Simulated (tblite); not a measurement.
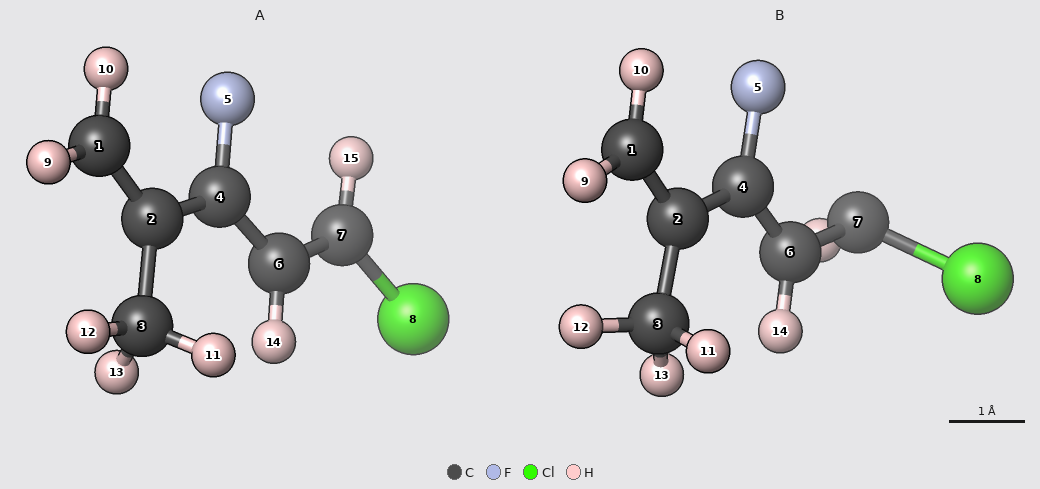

Two geometries of C₆H₇ClF (multiplicity 2), drawn at one scale. One is the start of a relaxation, the other its converged end. The picture is a ball-and-stick view, seen from a free direction.

Level of theory: GFN2-xTB geometry optimisation, gas phase in tblite. 

Which of the two is the end point?

Answer. Structure A is the relaxed one. H15 moves most after the best rigid fit: 1.55 Å. Largest moves by element: H 1.55 Å, Cl 1.12 Å, C 0.26 Å, F 0.24 Å. Near-neighbour distances that change, for instance: C6–C7 1.495 → 1.360 Å, C4–C6 1.324 → 1.397 Å, C7–Cl8 1.773 → 1.703 Å, C3–H12 1.139 → 1.086 Å. Bond angles that change, for instance: C6–C7–H15 108.3° → 123.0°, C6–C7–Cl8 112.9° → 121.9°, C2–C1–H9 114.2° → 121.3°. Groups turn about C2–C3 by about 30°. After 87 geometry steps the energy has fallen by 37.8 kcal/mol.
